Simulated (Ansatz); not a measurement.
## Electronic structure of H₄NSi···H···H···Br in real space

Input

```
crystal:
  periodic: [false, false, false]
  atoms:
    - {symbol: Si, position_ang: [-0.332786, -0.211219, 0.200309]}
    - {symbol: H, position_ang: [1.376194, 0.207891, 0.164939]}
    - {symbol: H, position_ang: [-0.491001, -1.600881, -0.238603]}
    - {symbol: H, position_ang: [-0.998322, 0.591555, 1.230576]}
    - {symbol: N, position_ang: [-0.590589, 0.685770, -1.227258]}
    - {symbol: H, position_ang: [1.371146, -0.272530, 0.880163]}
    - {symbol: Br, position_ang: [0.761401, -1.409274, 2.366005]}
    - {symbol: H, position_ang: [-0.705904, 1.686522, -1.231035]}
    - {symbol: H, position_ang: [-0.390240, 0.322365, -2.145197]}
basis:
  gaussian: {orbitals: def2-TZVPP}
hamiltonian: {xc: pbe0, dispersion: d4}
output: {orbitals: {seedname: orbitals}}
```

Launched as:

```sh
ansatz run in.yaml --threads 4 --pin off --events-out ev --progress --plain --max-ram 9574MiB
```

A transition-state structure; geometry: PBE0-D4/def2-TZVP.

All numbers below come from Ansatz, RKS PBE0-D4/def2-TZVPP.

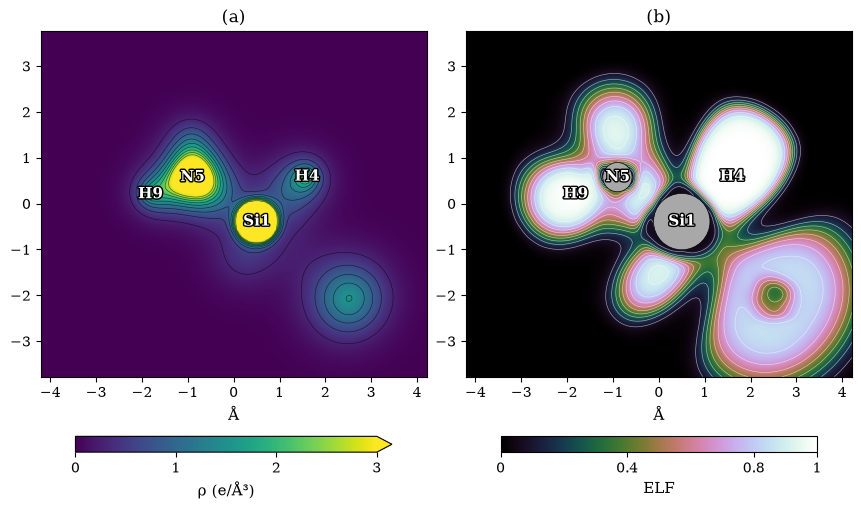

Figure 1. (a) total electron density; (b) electron localisation function on the plane of atoms H4, Si1 and N5. Grey discs cover the atomic cores in the ELF map.

> Read the bonding off the picture.

The plane passes through Si, H and N nuclei. Si–N (1.71 Å): ρ is about 1.2 e/Å³ halfway; the ELF peaks at about 0.90 between the atoms: a shared but strongly polarised pair. N–H (1.01 Å): the density is about 2.9 e/Å³ at the midpoint; the ELF climbs to about 1 towards the hydrogen, as it does in any bond to H; a covalent bond by its length. Si–H (1.47 Å): ρ is about 0.87 e/Å³ halfway; the ELF climbs to about 1 towards the hydrogen.

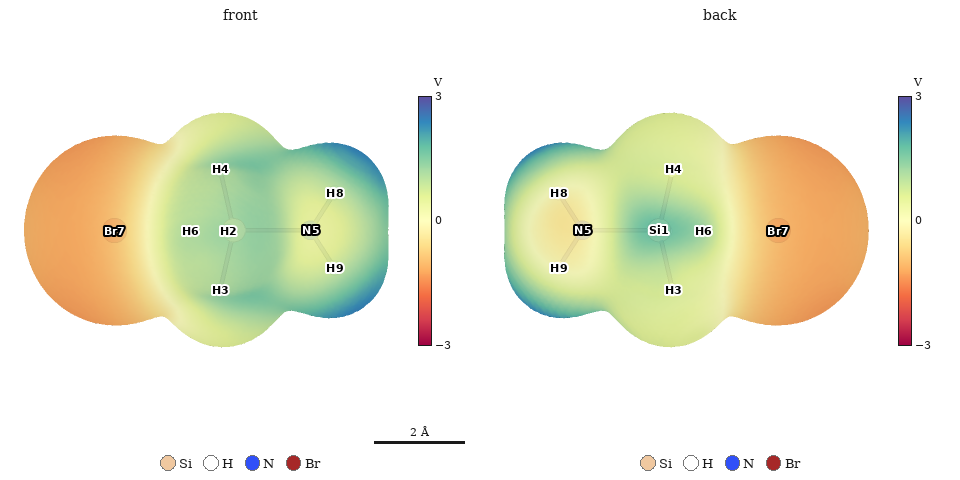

Figure 2. The molecular electrostatic potential painted on the density surface at 0.002 e/bohr³, seen from the front and from behind; the colour scale runs from red (negative) to blue (positive).

> Where is the surface potential most negative and most positive?

The most negative region (about −1.3 V) lies over Br7, the most positive (about +2.4 V) over H8 and H9.

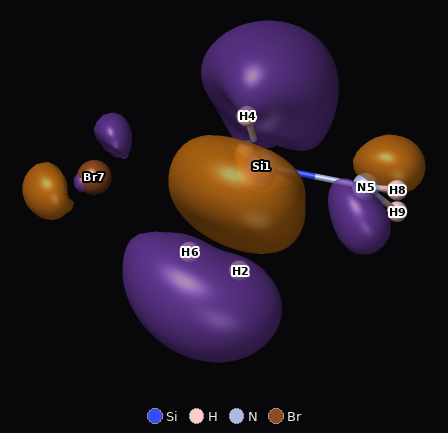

Figure 3. The LUMO at ±0.1 Å⁻³ᐟ² (orange and purple are the two phases), seen from one side.

> Describe this orbital and give its energy.

By Hirshfeld shares it lies mainly on Si1 (about 50 %), H2 (about 10 %), H6 (about 10 %), Br7 (about 10 %), N5 (about 5 %), H3 (about 5 %) and H4 (about 5 %). Its energy is −0.70 eV.

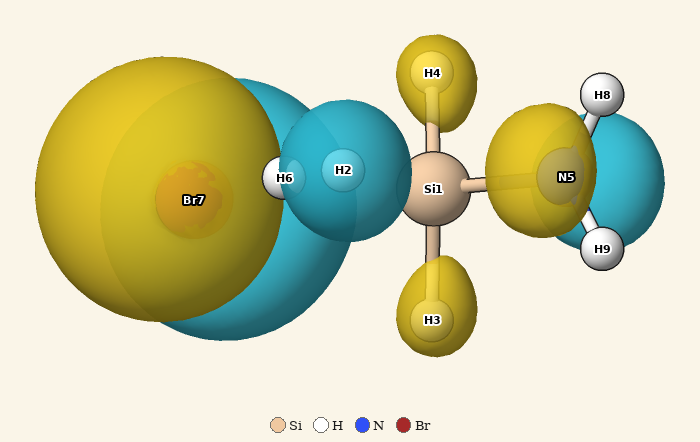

Figure 4. The HOMO−1 at ±0.08 Å⁻³ᐟ² (yellow and cyan are the two phases), seen at a tilt.

> Where does this orbital lie, and at what energy?

It lies mainly on Br7 (about 80 %) and N5 (about 5 %); largely a lone pair of Br7. Its energy is −7.15 eV.
